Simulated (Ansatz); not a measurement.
# RbYbF3 (Pm-3m): following an unstable mode, part 2 of 3

Wanted: the energy along a soft mode of RbYbF3 (Pm-3m) and the structure at the end.

Ansatz 0.2.0; DFT PBEsol+U, scalar-relativistic, plane waves, PAW.

So far, highest frequency on the path or at a solved wavevector (cm⁻¹): step 2 (response at finite wavevector) 478. Also lowest frequency on the path (cm⁻¹): step 2 -81.1.

### Step 4. The mode frozen in, largest atomic shift 0.32 Å

The atoms are moved along the unstable eigenvector, the largest shift by 0.32 Å, with the cell fixed.

File input.yaml:

```yaml
crystal:
  lattice:
    - [4.5416503417, 4.5416503417, 0.0]
    - [4.5416503417, 0.0, 4.5416503417]
    - [4.5416503417, 0.0, -4.5416503417]
  atoms:
    - { symbol: Rb, position: [0.0, 0.5, 0.5] }
    - { symbol: Rb, position: [0.0, 0.0, 0.0] }
    - { symbol: Yb, position: [0.5, 0.25, 0.75] }
    - { symbol: Yb, position: [0.5, 0.75, 0.25] }
    - { symbol: F, position: [0.5498220147, -0.0498220147, 0.5] }
    - { symbol: F, position: [0.4501779853, 0.5498220147, 0.0] }
    - { symbol: F, position: [0.0, 0.4501779853, 0.0] }
    - { symbol: F, position: [0.0, 0.0498220147, 0.5] }
    - { symbol: F, position: [0.4501779853, 0.5, 0.5] }
    - { symbol: F, position: [0.5498220147, 0.0, 0.0] }
kpoints:
  mp_grid: { grid: [6, 6, 6] }
hamiltonian:
  xc: pbesol
  hubbard: { sites: [{ species: Yb, l: f, u_eff: 6.0 }] }
scf:
  occupations: { method: gaussian, width: 0.02 }
output:
  forces: true
  stress: true
  eigenvalues: true
  write_density: true
  write_potential: true
  elf: true
  volumetric_format: npy
```

Launch:

```bash
ansatz run input.yaml --threads 8 --pin off --max-ram 14336MiB --backend cpu --events-out ev --progress --plain --runs-dir out
```

Numbers of over 12 decimals in the logs are rounded to 6 here.

Output:

```text
[...]
Crystal: 10 atoms, lattice volume = 187.357 Å³
Basis set: ecut = 420 eV, 3695 PW (Γ), exchange–correlation on 90×90×90 points (8 copies of the dense FFT grid, shifted against one another)
Bands: 65, of which v1, the nominal top of the filled ones, is band 54 counted from 1 (53 counted from 0)
Symmetry: 12 space group operations
[...]
k-points: 32 of 216
[...]
k-point 0: bands = [... 50 lower, 7.6462, 7.7862, 7.7862, 7.7966, 9.0350, 11.9970, 11.9970, 12.3570, ... 7 higher]
  k-point 1: bands = [... 50 lower, 7.6415, 7.7702, 7.7702, 7.7746, 9.3453, 12.1370, 12.1370, 12.3876, ... 7 higher]
  k-point 2: bands = [... 50 lower, 7.6429, 7.7270, 7.7300, 7.7300, 10.1500, 12.0956, 12.4679, 12.4679, ... 7 higher]
  k-point 31: bands = [... 50 lower, 7.6944, 7.6944, 7.7268, 7.7268, 11.5039, 11.5039, 12.3648, 12.3648, ... 7 higher]
Occupation matrices written to <dir>
[key lines of the parts left out:]
SCF converged after 10 iterations
Free energy (F): -38605.438097 eV
Fermi energy:    8.415805 eV
P = ⅓ Tr σ = -0.7142 GPa (-7.142 kbar)
```

The job ended after 4.3 s (8 threads of Intel Xeon Platinum 8488C (Sapphire Rapids), shared host; peak memory 1.2 GiB; 30 s of CPU time).

Numbers from this step:

* pressure: -0.7142 GPa
* gap on the k-mesh: 1.238 eV
* energy from the undistorted cell: -8.938 meV/atom

The energy, extrapolated to zero smearing, is -8.94 meV/atom against the undistorted cell.

The run ends at a pressure of -0.71 GPa, with forces up to 0.040 eV/Å.

### Step 5. Energy along the mode, all amplitudes (two of the runs are shown above)

An imaginary frequency means negative curvature, so the energy should fall and then rise again as anharmonic terms take over.

This step gave:

```yaml
depth_at_the_lowest_point_sampled: 8.938 meV/atom
largest_atomic_shift_at_that_point: 0.32 Å
```

The energy from the parent by largest atomic shift:

```csv
largest atomic shift (Å),energy from the parent (meV/atom)
0.000,0
0.040,-0.219
0.080,-0.862
0.140,-2.51
0.220,-5.51
0.320,-8.94
0.450,-7.75
0.600,14.2
```

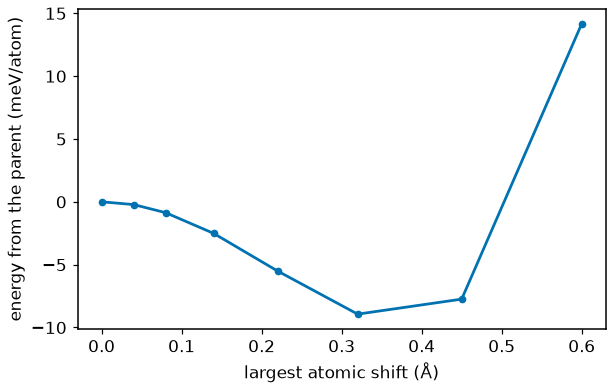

Energy from the parent against largest atomic shift.

Displacement at unit largest shift by atom:

```csv
atom,x (Å),y (Å),z (Å),size
Rb1,0.000,0.000,0.000,0.000
Rb2,0.000,0.000,0.000,0.000
Yb3,0.000,0.000,0.000,0.000
Yb4,0.000,0.000,0.000,0.000
F5,0.000,0.707,-0.707,1.000
F6,0.000,-0.707,0.707,1.000
F7,-0.707,0.000,-0.707,1.000
F8,0.707,0.000,0.707,1.000
F9,-0.707,-0.707,0.000,1.000
F10,0.707,0.707,0.000,1.000
```

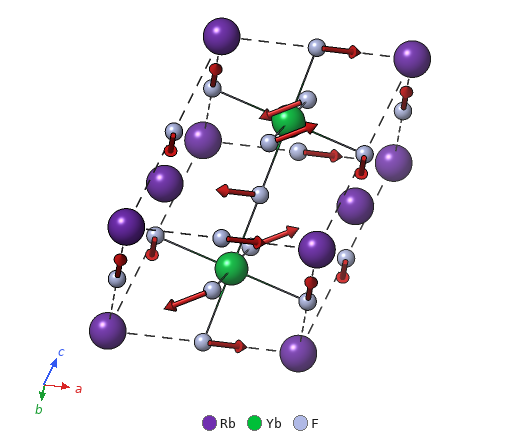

Displacement at unit largest shift as arrows, the longest 1.000 Å. Some periodic images of atoms are drawn too.

The lowest of the steps tried is at 0.32 Å, 8.94 meV/atom below the parent; the bottom of the well need not coincide with a step.

### Step 6. Relaxation from the frozen mode

Starting from the lowest point found, all atoms and the cell are let go, so that strain and other modes of the same symmetry can join in.

input.yaml, as its differences from that of step 4:

```diff
@@ -22,3 +22,3 @@
 scf:
-  occupations: { method: gaussian, width: 0.02 }
+  occupations: { method: fixed }
 output:
@@ -27,5 +27,6 @@
   eigenvalues: true
-  write_density: true
-  write_potential: true
-  elf: true
-  volumetric_format: npy
+relax:
+  adjacent_minimum: "off"
+  f_tol: 0.002
+  max_steps: 120
+  cell: { stress_tol: 0.03 }
```

Output:

```text
[...]
Crystal: 10 atoms, lattice volume = 187.357 Å³
Basis set: ecut = 420 eV, 3695 PW (Γ), exchange–correlation on 90×90×90 points (8 copies of the dense FFT grid, shifted against one another)
Bands: 65, of which v1, the nominal top of the filled ones, is band 54 counted from 1 (53 counted from 0)
Symmetry: 12 space group operations
[...]
k-points: 32 of 216
[...]
SCF iter   1: F=—  HF=-38610.911822 eV  |F-HF|=—  |Δ(HF+E_count)|=         —  Δρ=9.73e-2  dr2=1.64e1  ethr=3.10e-3  ⟨swp⟩=5.9  Hψ=7757  notcnv=0  defer=227
[...]
SCF iter  10: F=-38605.438097 eV  HF=-38605.438097 eV  |F-HF|=1.94e-8  |Δ(HF+E_count)|=   6.10e-7  Δρ=3.62e-6  dr2=3.35e-8  ethr=9.26e-11  ⟨swp⟩=16.5  Hψ=16076  notcnv=0
SCF 1 converged in 10 iterations: F = -38605.438097 eV  dr2 = 3.35e-8
[...]
relax step   1: F+E_penalty+E_count = -38605.43809670 eV  Δ(F+E_penalty+E_count) = +0.000e0 eV  max|allowed force component| = 2.795e-2 eV/Å  Δτ_max = 0.0000 Å  P = -0.714 GPa  Ω = 187.357 Å³  (10 SCF iters, dr2 threshold 1.00e-7 eV, accepted)
Crystal: 10 atoms, lattice volume = 184.056 Å³
Basis set: ecut = 420 eV, 3647 PW (Γ), exchange–correlation on 90×90×90 points (8 copies of the dense FFT grid, shifted against one another)
[...]
iter 1 solved again at ethr=6.30e-6 eV; its pass at ethr=3.10e-3 eV (dr2=6.80e-3 eV) is discarded
[...]
SCF iter   7: F=-38605.460819 eV  HF=-38605.460819 eV  |F-HF|=1.19e-7  |Δ(HF+E_count)|=   1.74e-6  Δρ=7.02e-6  dr2=9.20e-8  ethr=9.26e-10  ⟨swp⟩=14.5  Hψ=15057  notcnv=0
SCF 2 converged in 7 iterations: F = -38605.460819 eV  dr2 = 9.20e-8
relax step   2: F+E_penalty+E_count = -38605.46081932 eV  Δ(F+E_penalty+E_count) = -2.272e-2 eV  max|allowed force component| = 2.553e-2 eV/Å  Δτ_max = 0.0297 Å  P = +0.146 GPa  Ω = 184.056 Å³  energy of the carried Pulay correction = +9.131e-3 eV  (7 SCF iters, dr2 threshold 1.00e-6 eV, accepted)
Crystal: 10 atoms, lattice volume = 183.545 Å³
Basis set: ecut = 420 eV, 3629 PW (Γ), exchange–correlation on 90×90×90 points (8 copies of the dense FFT grid, shifted against one another)
[...]
SCF iter   8: F=-38605.466811 eV  HF=-38605.466811 eV  |F-HF|=6.07e-9  |Δ(HF+E_count)|=   1.97e-8  Δρ=1.37e-6  dr2=4.48e-9  ethr=7.23e-11  ⟨swp⟩=15.1  Hψ=15617  notcnv=0
SCF 3 converged in 8 iterations: F = -38605.466811 eV  dr2 = 4.48e-9
relax step   3: F+E_penalty+E_count = -38605.46681053 eV  Δ(F+E_penalty+E_count) = -5.991e-3 eV  max|allowed force component| = 8.675e-3 eV/Å  Δτ_max = 0.0327 Å  P = +0.155 GPa  Ω = 183.545 Å³  energy of the carried Pulay correction = +1.056e-2 eV  (8 SCF iters, dr2 threshold 7.81e-8 eV, accepted)
[...]
relax step   4: F+E_penalty+E_count = -38605.46632374 eV  Δ(F+E_penalty+E_count) = +4.868e-4 eV  max|allowed force component| = 5.989e-4 eV/Å  Δτ_max = 0.0102 Å  P = -0.011 GPa  Ω = 183.927 Å³  energy of the carried Pulay correction = +9.493e-3 eV  (7 SCF iters, dr2 threshold 6.53e-8 eV, accepted)
[...]
relax step   5: F+E_penalty+E_count = -38605.45785577 eV  Δ(F+E_penalty+E_count) = +8.468e-3 eV  max|allowed force component| = 5.624e-4 eV/Å  Δτ_max = 0.0000 Å  P = -0.102 GPa  Ω = 183.927 Å³  stress off target by 1.40e-1 GPa  SCF on the basis re-selected at this cell (its energy is not comparable with the rows above)  (7 SCF iters)
[...]
relax step   6: F+E_penalty+E_count = -38605.45912106 eV  Δ(F+E_penalty+E_count) = -1.265e-3 eV  max|allowed force component| = 5.377e-4 eV/Å  Δτ_max = 0.0025 Å  P = -0.006 GPa  Ω = 183.539 Å³  energy of the carried Pulay correction = +1.092e-3 eV  (6 SCF iters, dr2 threshold 4.88e-8 eV, accepted)
[...]
SCF iter   6: F=-38605.457998 eV  HF=-38605.457998 eV  |F-HF|=1.46e-11  |Δ(HF+E_count)|=  8.29e-10  Δρ=7.57e-8  dr2=9.09e-12  ethr=1.00e-12  ⟨swp⟩=15.3  Hψ=17078  notcnv=0
SCF 7 converged in 6 iterations: F = -38605.457998 eV  dr2 = 9.09e-12
relax step   7: F+E_penalty+E_count = -38605.45799751 eV  Δ(F+E_penalty+E_count) = +1.124e-3 eV  max|allowed force component| = 5.431e-4 eV/Å  Δτ_max = 0.0000 Å  P = -0.012 GPa  Ω = 183.539 Å³  stress off target by 1.40e-2 GPa  SCF on the basis re-selected at this cell (its energy is not comparable with the rows above)  (6 SCF iters)
[...]
SCF converged after 6 iterations
Free energy (F): -38605.457998 eV
[...]
Internal energy: -38605.457998 eV  (E = F + TS)
E sigma→0 (E₀):  -38605.457998 eV
Fermi energy:    7.996047 eV
[...]
--- Forces (eV/Å), atoms counted from 1 ---
  atom   1  Rb     0.00000000     0.00000000     0.00000000
  atom   2  Rb    -0.00000000    -0.00000000    -0.00000000
  atom   3  Yb     0.00000000    -0.00000000     0.00000000
  atom   4  Yb     0.00000000     0.00000000    -0.00000000
  atom   5  F      0.00000000     0.00054311    -0.00054311
  atom   6  F     -0.00000000    -0.00054311     0.00054311
  atom   7  F     -0.00054311     0.00000000    -0.00054311
  atom   8  F      0.00054311    -0.00000000     0.00054311
  atom   9  F     -0.00054311    -0.00054311     0.00000000
  atom  10  F      0.00054311     0.00054311    -0.00000000
  max |Σ_I F_I| component: 2.06e-18 eV/Å
--- Stress (GPa, compression-positive) ---
       -0.011883      -0.002122      -0.002122
       -0.002122      -0.011883       0.002122
       -0.002122       0.002122      -0.011883
  P = ⅓ Tr σ = -0.0119 GPa (-0.119 kbar)
--- Band table (eV; the first three rows and the last of 32) ---
  k-point 0: bands = [... 50 lower, 7.8461, 7.9733, 7.9733, 7.9960, 9.3084, 12.2890, 12.2890, 12.5966, ... 7 higher]
  k-point 1: bands = [... 50 lower, 7.8417, 7.9578, 7.9578, 7.9737, 9.6344, 12.4111, 12.4111, 12.5867, ... 7 higher]
  k-point 2: bands = [... 50 lower, 7.8416, 7.9182, 7.9182, 7.9252, 10.4764, 12.3586, 12.6775, 12.6775, ... 7 higher]
  k-point 31: bands = [... 50 lower, 7.8864, 7.8864, 7.9203, 7.9203, 11.7776, 11.7776, 12.6577, 12.6577, ... 7 higher]
Occupation matrices written to <dir>
--- Relaxed structure (5 steps of the walk, 5 accepted, 2 SCFs on fresh bases) ---
  F+E_penalty+E_count = -38605.45799751 eV   max|allowed force component| = 5.431e-4 eV/Å   (the final SCF, on the basis selected at the relaxed cell)
  cell:  # Å, volume = 183.5392 Å³
    - [4.533333, 4.533333, 0.0]
    - [4.533333, 0.0, 4.533333]
    - [4.488066, 0.045267, -4.488066]
  atoms:
    - { symbol: Rb, position: [3.5236570605778894e-19, 0.500000, 0.500000] }
    - { symbol: Rb, position: [1.5278353421875126e-19, -1.0503867977539258e-19, 0] }
    - { symbol: Yb, position: [0.500000, 0.25, 0.75] }
    - { symbol: Yb, position: [0.500000, 0.75, 0.25] }
    - { symbol: F, position: [0.561532, -0.061532, 0.500000] }
    - { symbol: F, position: [0.438468, 0.561532, 0.0] }
    - { symbol: F, position: [8.673617379884035e-19, 0.438468, 0.0] }
    - { symbol: F, position: [0.0, 0.061532, 0.500000] }
    - { symbol: F, position: [0.438468, 0.500000, 0.500000] }
    - { symbol: F, position: [0.561532, -4.66811015651516e-19, 4.763235103323679e-19] }
```

Run time: 20 s. Hardware: 8 threads; peak memory 1.2 GiB; 2.5 min of CPU time.

Relaxation path:

```csv
step,energy less that of the first step (eV),largest force component (eV/Å),pressure (GPa),volume (Å³)
1,0.0000,0.0279,-0.71,187.36
2,-0.0227,0.0255,0.15,184.06
3,-0.0287,0.0087,0.15,183.54
4,-0.0282,0.0006,-0.01,183.93
5*,-0.0198,0.0006,-0.10,183.93
6,-0.0210,0.0005,-0.01,183.54
7*,-0.0199,0.0005,-0.01,183.54
```

Relaxation steps marked * repeat the geometry before them on a plane-wave basis chosen anew for their cell, so energy and pressure can jump there.

The run keeps the 12 symmetry operations that it works with, so distortions that break them were not tested.

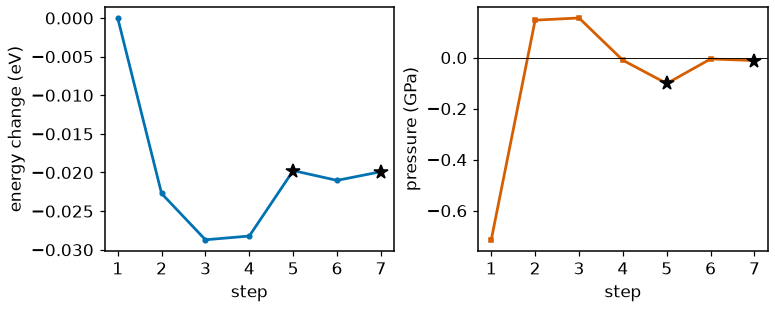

Energy and pressure along the relaxation. Stars mark steps on a basis chosen anew.

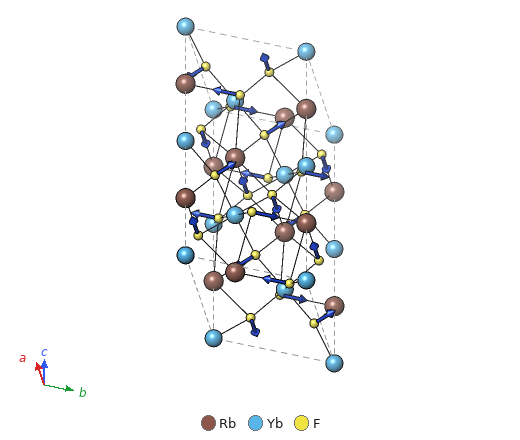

Displacements in the relaxation, exaggerated, measured against the changing cell; the longest in the cell stands for 0.08 Å. Bonds to atoms that aren't drawn are left out. Some periodic images of atoms are drawn too.

```csv
"conventional cell, symmetrised",before,after,change
a (Å),6.423,6.411,-0.2 %
b (Å),6.423,6.411,-0.2 %
c (Å),15.733,15.469,-1.7 %
volume (Å³/atom),18.74,18.35,-2.0 %
```

The atoms that moved most (Å, as changes of fractional coordinates times the final cell):

```csv
atom,dx,dy,dz,length
F9,-0.053,-0.053,0.000,0.075
F7,-0.053,0.000,-0.053,0.075
F6,0.000,-0.053,0.053,0.075
F10,0.053,0.053,0.000,0.075
F8,0.053,0.000,0.053,0.075
F5,0.000,0.053,-0.053,0.075
```

Final coordinates:

```cif
data_structure
_symmetry_space_group_name_H-M 'P 1'
_symmetry_Int_Tables_number 1
_cell_length_a 6.4111
_cell_length_b 6.4111
_cell_length_c 6.3472
_cell_angle_alpha 90.000
_cell_angle_beta 59.667
_cell_angle_gamma 60.000
_cell_volume 183.54
loop_
_atom_site_label
_atom_site_type_symbol
_atom_site_fract_x
_atom_site_fract_y
_atom_site_fract_z
_atom_site_occupancy
Rb1 Rb 0.00000 0.50000 0.50000 1
Rb2 Rb 0.00000 0.00000 0.00000 1
Yb3 Yb 0.50000 0.25000 0.75000 1
Yb4 Yb 0.50000 0.75000 0.25000 1
F5 F 0.56153 0.93847 0.50000 1
F6 F 0.43847 0.56153 0.00000 1
F7 F 0.00000 0.43847 0.00000 1
F8 F 0.00000 0.06153 0.50000 1
F9 F 0.43847 0.50000 0.50000 1
F10 F 0.56153 0.00000 0.00000 1
```

Numbers from this step:

```yaml
pressure: -0.01188 GPa
gap_on_the_k_mesh: 1.312 eV
volume_per_atom: 18.35 Å³
```

The distorted start has space group R-3c; the relaxation ends in R-3c.

### Step 7. The new phase in its own primitive cell

The relaxed structure is symmetrised, reduced to its primitive cell and relaxed tightly, as its phonons need.

input.yaml, the sections that differ from step 6:

```yaml
crystal:
  lattice:
    - [3.2055503443, 1.8507253542, 5.1562373553]
    - [-3.2055503443, 1.8507253542, 5.1562373553]
    - [0.0, -3.7014507084, 5.1562373553]
  atoms:
    - { symbol: Rb, position: [0.25, 0.25, 0.25] }
    - { symbol: Rb, position: [0.75, 0.75, 0.75] }
    - { symbol: Yb, position: [0.5, 0.5, 0.5] }
    - { symbol: Yb, position: [0.0, 0.0, 0.0] }
    - { symbol: F, position: [0.25, 0.8115317569, 0.6884682431] }
    - { symbol: F, position: [0.75, 0.1884682431, 0.3115317569] }
    - { symbol: F, position: [0.1884682431, 0.3115317569, 0.75] }
    - { symbol: F, position: [0.8115317569, 0.6884682431, 0.25] }
    - { symbol: F, position: [0.6884682431, 0.25, 0.8115317569] }
    - { symbol: F, position: [0.3115317569, 0.75, 0.1884682431] }
relax:
  adjacent_minimum: "off"
  f_tol: 0.001
  max_steps: 60
  cell: { stress_tol: 0.01 }
# kpoints, hamiltonian, scf, output: as in step 6
```

Output:

```text
[...]
Crystal: 10 atoms, lattice volume = 183.539 Å³
Basis set: ecut = 420 eV, 3617 PW (Γ), exchange–correlation on 90×90×90 points (8 copies of the dense FFT grid, shifted against one another)
Bands: 65, of which v1, the nominal top of the filled ones, is band 54 counted from 1 (53 counted from 0)
Symmetry: 12 space group operations
[...]
k-points: 32 of 216
[...]
- { symbol: Rb, position: [0.750000, 0.750000, 0.75] }
    - { symbol: Yb, position: [0.5, 0.5, 0.500000] }
    - { symbol: Yb, position: [0, 0, 0] }
    - { symbol: F, position: [0.25, 0.811609, 0.688391] }
    - { symbol: F, position: [0.75, 0.188391, 0.311609] }
    - { symbol: F, position: [0.188391, 0.311609, 0.75] }
    - { symbol: F, position: [0.811609, 0.688391, 0.25] }
    - { symbol: F, position: [0.688391, 0.250000, 0.811609] }
    - { symbol: F, position: [0.311609, 0.750000, 0.188391] }
[key lines of the parts left out:]
SCF converged after 6 iterations
Free energy (F): -38605.457914 eV
Fermi energy:    7.999519 eV
P = ⅓ Tr σ = 0.0018 GPa (0.018 kbar)
```

It took 8.8 s on 8 threads; peak memory 1.2 GiB.

Little changed from the start: no atom moved by 0.005 Å and no cell edge by 0.1 %.

This step gave:

```yaml
pressure: 0.001821 GPa
gap_on_the_k_mesh: 1.313 eV
direct_gap_on_mesh: 1.313 eV
```

The largest force component left is 0.43 meV/Å and the pressure is 0.002 GPa, within the tolerances set. The cell now holds 18.35 Å³/atom.

(Part 2 of 3 ends here.)

[Logs are printed without paths, hosts, clocks, repeated set-up lines and the standing remarks that a program may print on its own settings, such as how far it seeks lower states.]

[Hosts, paths, dates, database ids (printed as entryN), source tags and the programs' standing remarks are cut or masked in the printed files.]
